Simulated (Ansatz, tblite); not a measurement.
**Si18H24 hole sphere (Si18H24): a ladder of methods and basis sets**

How do method and basis change the picture of Si18H24 hole sphere (Si18H24) (singlet)?

Program: Ansatz 0.2.0, Gaussian basis. Level of theory: as each input shows. These are calculated values, not measurements.

Levels to be run: GFN1-xTB, GFN2-xTB, PBE-D4/def2-TZVP, r2SCAN-D4/def2-TZVP, PBE-D4/def2-SVP, PBE0-D4/def2-SVP.

1 further run of the same task is left out (set aside as unsound or not needed).

### Step 1. The relaxed structure

The geometry is that of the singlet, from an earlier relaxation (PBE-D4/def2-SVP).

42 atoms, charge 0, spin multiplicity 1.

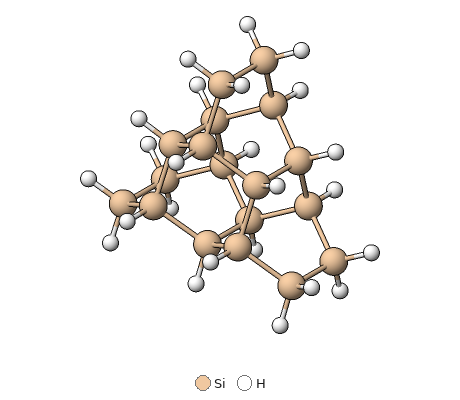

The structure; silicon light orange, hydrogen white.

PBE0-D4/def2-TZVP was run before; its log isn't repeated, and its numbers join the tables.

### Step 2. GFN1-xTB

Tight binding, by tblite at 300 K electronic temperature and without a spin-polarisation term:

```python
tblite.interface.Calculator('GFN1-xTB', numbers, positions, charge=0, uhf=0).singlepoint()
```

Energy -1253.0891 eV, HOMO -11.23 eV, LUMO -8.62 eV; 0.2 s.

### Step 3. GFN2-xTB

Tight binding, by tblite at 300 K electronic temperature and without a spin-polarisation term:

```python
tblite.interface.Calculator('GFN2-xTB', numbers, positions, charge=0, uhf=0).singlepoint()
```

Energy -1171.2468 eV, HOMO -8.85 eV, LUMO -5.97 eV; 0.22 s.

### Step 4. PBE-D4/def2-TZVP

start.molden holds the orbitals of an earlier run on this state, given as this run's starting guess.

File in.yaml:

```yaml
crystal:
  periodic: [false, false, false]
  atoms:
    - {symbol: Si, position_ang: [-0.000573, -4.431419, -1.181735]}
    - {symbol: Si, position_ang: [-0.004338, -4.429795, 1.188114]}
    - {symbol: Si, position_ang: [0.000119, -2.222144, -1.992279]}
    - {symbol: Si, position_ang: [-1.902006, -1.098490, -1.184584]}
    - {symbol: Si, position_ang: [-0.000758, -2.219314, 1.995263]}
    - {symbol: Si, position_ang: [-1.902651, -1.097117, 1.185015]}
    - {symbol: Si, position_ang: [-1.922013, 1.109878, -1.994362]}
    - {symbol: Si, position_ang: [-3.836328, 2.214679, -1.186684]}
    - {symbol: Si, position_ang: [-1.922895, 1.111728, 1.993364]}
    - {symbol: Si, position_ang: [-3.835140, 2.218450, 1.183161]}
    - {symbol: Si, position_ang: [1.902596, -1.099767, -1.183758]}
    - {symbol: Si, position_ang: [1.902418, -1.098741, 1.185802]}
    - {symbol: Si, position_ang: [1.922932, 1.108332, -1.994307]}
    - {symbol: Si, position_ang: [0.000871, 2.195987, -1.184709]}
    - {symbol: Si, position_ang: [1.924384, 1.110436, 1.993339]}
    - {symbol: Si, position_ang: [0.001098, 2.196780, 1.184828]}
    - {symbol: Si, position_ang: [3.836586, 2.214769, -1.187450]}
    - {symbol: Si, position_ang: [3.838150, 2.214123, 1.182403]}
    - {symbol: H, position_ang: [-1.220548, -5.161339, -1.686796]}
    - {symbol: H, position_ang: [1.221646, -5.160286, -1.682883]}
    - {symbol: H, position_ang: [-1.228631, -5.154680, 1.690001]}
    - {symbol: H, position_ang: [1.213569, -5.162244, 1.694467]}
    - {symbol: H, position_ang: [0.000576, -2.194270, -3.502673]}
    - {symbol: H, position_ang: [-3.146677, -1.816740, -1.652674]}
    - {symbol: H, position_ang: [-0.001188, -2.188977, 3.505615]}
    - {symbol: H, position_ang: [-3.147288, -1.815315, 1.653282]}
    - {symbol: H, position_ang: [-1.895690, 1.095142, -3.504712]}
    - {symbol: H, position_ang: [-5.077943, 1.519821, -1.688454]}
    - {symbol: H, position_ang: [-3.858703, 3.635838, -1.692640]}
    - {symbol: H, position_ang: [-1.898682, 1.097601, 3.503759]}
    - {symbol: H, position_ang: [-5.078151, 1.528623, 1.688388]}
    - {symbol: H, position_ang: [-3.853191, 3.641312, 1.684514]}
    - {symbol: H, position_ang: [3.147114, -1.818388, -1.651686]}
    - {symbol: H, position_ang: [3.146464, -1.817652, 1.654520]}
    - {symbol: H, position_ang: [1.896161, 1.092725, -3.504644]}
    - {symbol: H, position_ang: [0.001657, 3.632785, -1.653528]}
    - {symbol: H, position_ang: [1.900619, 1.097158, 3.503749]}
    - {symbol: H, position_ang: [0.001555, 3.633939, 1.652518]}
    - {symbol: H, position_ang: [5.079088, 1.523656, -1.692152]}
    - {symbol: H, position_ang: [3.855128, 3.636969, -1.690656]}
    - {symbol: H, position_ang: [5.079923, 1.519968, 1.684763]}
    - {symbol: H, position_ang: [3.860718, 3.635958, 1.686470]}
basis:
  gaussian: {orbitals: def2-TZVP, fitting: {mean_field: def2-universal-jkfit}, initial_orbitals: start.molden}
hamiltonian: {xc: pbe, dispersion: d4}
scf: {omitted_lower_state_checks: [starts]}
output: {forces: true, orbitals: {seedname: orbitals}}
```

Launch:

```
$ ansatz run in.yaml --threads 2 --pin off --events-out ev --progress --plain --max-ram 20480MiB --backend cuda --devices 0, --max-vram 18GiB
```

What it wrote, cut to the lines that bear on the results:

```text
Functional definition: PBE
  name "PBE"
  cite "Perdew, Burke & Ernzerhof, Phys. Rev. Lett. 77, 3865 (1996) doi:10.1103/PhysRevLett.77.3865"
  parent pbe
[...]
2736 factors; integrals over basis functions are off by at most 5.9e-1 eV
[...]
mean field -142124.14781530 eV, -5222.9660970048 hartree, gradient 1.4e-5 eV, S^2 0.000000; 0 other end points of the search recorded, 0 dependent functions left out
[...]
reference -142124.14792034 eV, -5222.9661008650 hartree; 138, 138 occupied and 672, 672 virtual orbitals, 2736 factors
Total energy: -142127.06156085 eV, -5223.0731751789 hartree
Atom 0 at    -0.000573    -4.431419    -1.181735 Å, force     0.000118    -0.052539    -0.048238 eV/Å
Atom 1 at    -0.004338    -4.429795     1.188114 Å, force    -0.000385    -0.052440     0.048279 eV/Å
Atom 2 at     0.000119    -2.222144    -1.992279 Å, force    -0.000179    -0.018661    -0.018941 eV/Å
Atom 3 at    -1.902006    -1.098490    -1.184584 Å, force    -0.030133    -0.017424    -0.037445 eV/Å
Atom 4 at    -0.000758    -2.219314     1.995263 Å, force    -0.000304    -0.018701     0.018905 eV/Å
Atom 5 at    -1.902651    -1.097117     1.185015 Å, force    -0.030065    -0.017394     0.037659 eV/Å
Atom 6 at    -1.922013     1.109878    -1.994362 Å, force    -0.016340     0.009608    -0.018803 eV/Å
Atom 7 at    -3.836328     2.214679    -1.186684 Å, force    -0.045663     0.026253    -0.047943 eV/Å
[...]
Atom 26 at    -1.895690     1.095142    -3.504712 Å, force    -0.000841     0.000198     0.120810 eV/Å
Atom 27 at    -5.077943     1.519821    -1.688454 Å, force     0.112170     0.071223     0.044445 eV/Å
Atom 28 at    -3.858703     3.635838    -1.692640 Å, force    -0.005501    -0.132617     0.044738 eV/Å
Atom 29 at    -1.898682     1.097601     3.503759 Å, force    -0.000331     0.000318    -0.120872 eV/Å
Atom 30 at    -5.078151     1.528623     1.688388 Å, force     0.112252     0.070790    -0.044633 eV/Å
Atom 31 at    -3.853191     3.641312     1.684514 Å, force    -0.005869    -0.132796    -0.044317 eV/Å
Atom 32 at     3.147114    -1.818388    -1.651686 Å, force    -0.102842     0.059096     0.038684 eV/Å
Atom 33 at     3.146464    -1.817652     1.654520 Å, force    -0.102661     0.059215    -0.038791 eV/Å
Atom 34 at     1.896161     1.092725    -3.504644 Å, force     0.000975     0.000419     0.120839 eV/Å
Atom 35 at     0.001657     3.632785    -1.653528 Å, force    -0.000085    -0.118520     0.038411 eV/Å
Atom 36 at     1.900619     1.097158     3.503749 Å, force     0.000179     0.000122    -0.120867 eV/Å
Atom 37 at     0.001555     3.633939     1.652518 Å, force    -0.000010    -0.118447    -0.038557 eV/Å
Atom 38 at     5.079088     1.523656    -1.692152 Å, force    -0.112217     0.070817     0.044752 eV/Å
Atom 39 at     3.855128     3.636969    -1.690656 Å, force     0.005883    -0.132768     0.044551 eV/Å
Atom 40 at     5.079923     1.519968     1.684763 Å, force    -0.112170     0.071127    -0.044335 eV/Å
Atom 41 at     3.860718     3.635958     1.686470 Å, force     0.005470    -0.132717    -0.044534 eV/Å
Dipole moment:     0.000230    -0.000320     0.000045 e Å
Checks for a lower state left out: starts
```

It took 11 s on 1 × H100 (card shared with other runs) with 2 threads of AMD EPYC 7R13, shared host.

From the report: HOMO -6.07 eV, LUMO -2.39 eV.

### Step 5. r2SCAN-D4/def2-TZVP

in.yaml, as its differences from that of step 4:

```diff
@@ -47,3 +47,3 @@
   gaussian: {orbitals: def2-TZVP, fitting: {mean_field: def2-universal-jkfit}, initial_orbitals: start.molden}
-hamiltonian: {xc: pbe, dispersion: d4}
+hamiltonian: {xc: r2scan, dispersion: d4}
 scf: {omitted_lower_state_checks: [starts]}
```

The command is unchanged.

What it wrote, cut to the lines that bear on the results:

```text
Functional definition: r2SCAN
  name "r2SCAN"
  cite "Furness, Kaplan, Ning, Perdew & Sun, J. Phys. Chem. Lett. 11, 8208 (2020) doi:10.1021/acs.jpclett.0c02405"
  cite "Furness, Kaplan, Ning, Perdew & Sun, J. Phys. Chem. Lett. 11, 9248 (2020) doi:10.1021/acs.jpclett.0c03077"
  parent r2scan
[...]
2736 factors; integrals over basis functions are off by at most 5.9e-1 eV
[...]
mean field -142185.05087500 eV, -5225.2042431671 hartree, gradient 7.7e-6 eV, S^2 0.000000; 0 other end points of the search recorded, 0 dependent functions left out
[...]
reference -142185.05090839 eV, -5225.2042443943 hartree; 138, 138 occupied and 672, 672 virtual orbitals, 2736 factors
Total energy: -142185.87104215 eV, -5225.2343837542 hartree
Atom 0 at    -0.000573    -4.431419    -1.181735 Å, force     0.000264    -0.174359    -0.129165 eV/Å
[...]
Atom 33 at     3.146464    -1.817652     1.654520 Å, force    -0.231244     0.133532    -0.086384 eV/Å
Atom 34 at     1.896161     1.092725    -3.504644 Å, force     0.004723     0.002559     0.276900 eV/Å
Atom 35 at     0.001657     3.632785    -1.653528 Å, force    -0.000171    -0.266972     0.086104 eV/Å
Atom 36 at     1.900619     1.097158     3.503749 Å, force     0.003595     0.002012    -0.276958 eV/Å
Atom 37 at     0.001555     3.633939     1.652518 Å, force    -0.000053    -0.266957    -0.086146 eV/Å
Atom 38 at     5.079088     1.523656    -1.692152 Å, force    -0.248256     0.148183     0.099707 eV/Å
Atom 39 at     3.855128     3.636969    -1.690656 Å, force     0.005255    -0.289279     0.099381 eV/Å
Atom 40 at     5.079923     1.519968     1.684763 Å, force    -0.248104     0.148810    -0.099014 eV/Å
Atom 41 at     3.860718     3.635958     1.686470 Å, force     0.004404    -0.289200    -0.099463 eV/Å
Dipole moment:     0.000239    -0.000303     0.000042 e Å
Checks for a lower state left out: starts
```

Wall time 12 s (1 × H100 (card shared with other runs) with 2 threads of AMD EPYC 7R13, shared host).

HOMO -6.28 eV, LUMO -2.29 eV.

### Step 6. PBE-D4/def2-SVP

in.yaml, as its differences from that of step 5:

```diff
@@ -46,5 +46,5 @@
 basis:
-  gaussian: {orbitals: def2-TZVP, fitting: {mean_field: def2-universal-jkfit}, initial_orbitals: start.molden}
-hamiltonian: {xc: r2scan, dispersion: d4}
+  gaussian: {orbitals: def2-SVP, fitting: {mean_field: def2-universal-jkfit}, initial_orbitals: start.molden}
+hamiltonian: {xc: pbe, dispersion: d4}
 scf: {omitted_lower_state_checks: [starts]}
-output: {forces: true, orbitals: {seedname: orbitals}}
+output: {orbitals: {seedname: orbitals}}
```

Launched as before.

What it wrote:

```text
Functional definition: PBE
  name "PBE"
  cite "Perdew, Burke & Ernzerhof, Phys. Rev. Lett. 77, 3865 (1996) doi:10.1103/PhysRevLett.77.3865"
  parent pbe
  parameter kappa = 0.804
  parameter beta = 0.06672455060314922
  exchange = pbe_x(kappa = kappa, mu = beta*pi^2/3)
  correlation = pbe_c(beta = beta)
these checks for a lower state are left out or cut short: starts
2736 factors; integrals over basis functions are off by at most 3.3e-1 eV
mean field evaluation 1: about -142074.6682 eV, gradient 1.6e1 eV
mean field evaluation 2: about -142075.3408 eV, gradient 6.0e-1 eV
mean field evaluation 4: about -142075.3232 eV, gradient 2.5e-3 eV
mean field -142075.32319718 eV, -5221.1718253833 hartree, gradient 2.2e-5 eV, S^2 0.000000; 0 other end points of the search recorded, 0 dependent functions left out
reference -142075.32327739 eV, -5221.1718283310 hartree; 138, 138 occupied and 306, 306 virtual orbitals, 2736 factors
Total energy: -142078.23691790 eV, -5221.2789026449 hartree
Checks for a lower state left out: starts
```

It took 4.4 s on 1 × H100 (card shared with other runs) with 2 threads of AMD EPYC 7R13, shared host.

From the report: HOMO -6.09 eV, LUMO -2.22 eV.

### Step 7. PBE0-D4/def2-SVP

in.yaml, as its differences from that of step 6:

```diff
@@ -47,3 +47,3 @@
   gaussian: {orbitals: def2-SVP, fitting: {mean_field: def2-universal-jkfit}, initial_orbitals: start.molden}
-hamiltonian: {xc: pbe, dispersion: d4}
+hamiltonian: {xc: pbe0, dispersion: d4}
 scf: {omitted_lower_state_checks: [starts]}
```

Same command.

What it wrote:

```text
Functional definition: PBE0
  name "PBE0"
  cite "Adamo & Barone, J. Chem. Phys. 110, 6158 (1999) doi:10.1063/1.478522"
  cite "Perdew, Burke & Ernzerhof, Phys. Rev. Lett. 77, 3865 (1996) doi:10.1103/PhysRevLett.77.3865"
  parent pbe
  parameter a = 0.25
  parameter kappa = 0.804
  parameter beta = 0.06672455060314922
  exchange = (1 - a)*pbe_x(kappa = kappa, mu = beta*pi^2/3) + a*exact_x
  correlation = pbe_c(beta = beta)
these checks for a lower state are left out or cut short: starts
2736 factors; integrals over basis functions are off by at most 3.3e-1 eV
mean field evaluation 1: about -142089.9187 eV, gradient 7.8e0 eV
mean field evaluation 2: about -142090.1609 eV, gradient 1.8e-1 eV
mean field evaluation 4: about -142090.1449 eV, gradient 2.1e-4 eV
mean field -142090.14487174 eV, -5221.7165118771 hartree, gradient 7.7e-6 eV, S^2 0.000000; 0 other end points of the search recorded, 0 dependent functions left out
reference -142090.14493212 eV, -5221.7165140960 hartree; 138, 138 occupied and 306, 306 virtual orbitals, 2736 factors
Total energy: -142092.78720510 eV, -5221.8136158371 hartree
Checks for a lower state left out: starts
```

It took 4.8 s on 1 × H100 (card shared with other runs) with 2 threads of AMD EPYC 7R13, shared host.

Report: HOMO -7.06 eV, LUMO -1.59 eV.

### Step 8. Comparison

```
              level  functions  HOMO (eV)  LUMO (eV)  gap (eV)   time
    PBE-D4/def2-SVP        444      -6.09      -2.22      3.87  4.4 s
   PBE-D4/def2-TZVP        810      -6.07      -2.39      3.67   11 s
r2SCAN-D4/def2-TZVP        810      -6.28      -2.29      3.99   12 s
   PBE0-D4/def2-SVP        444      -7.06      -1.59      5.47  4.8 s
  PBE0-D4/def2-TZVP        810      -6.99      -1.71      5.27    7 s
```

### Step 9. Binding energy

Free atoms were run apart at each level; binding is atoms less cluster, divided by the number of atoms, without zero-point or spin-orbit terms.

```
              level  binding an atom (eV)
    PBE-D4/def2-SVP                 3.289
   PBE-D4/def2-TZVP                 3.286
r2SCAN-D4/def2-TZVP                 3.301
   PBE0-D4/def2-SVP                 3.286
  PBE0-D4/def2-TZVP                 3.288
```

### Step 10. Outcome

```
                                                 quantity                                 value
gap in def2-TZVP, named functionals, smallest and largest   3.67 eV (PBE-D4), 5.27 eV (PBE0-D4)
                binding an atom, functionals in def2-TZVP  3.29 (PBE-D4) to 3.30 eV (r2SCAN-D4)
          PBE0 total energy, smallest basis above largest        48.32 eV (def2-SVP, def2-TZVP)
```

In words: Orbital gaps of the named functionals in def2-TZVP span 3.67 eV (PBE-D4) to 5.27 eV (PBE0-D4); exact exchange widens it.

The slowest run with a step of its own, r2SCAN-D4/def2-TZVP, took 12 s; the quickest functional in def2-TZVP took 7 s (shared host).
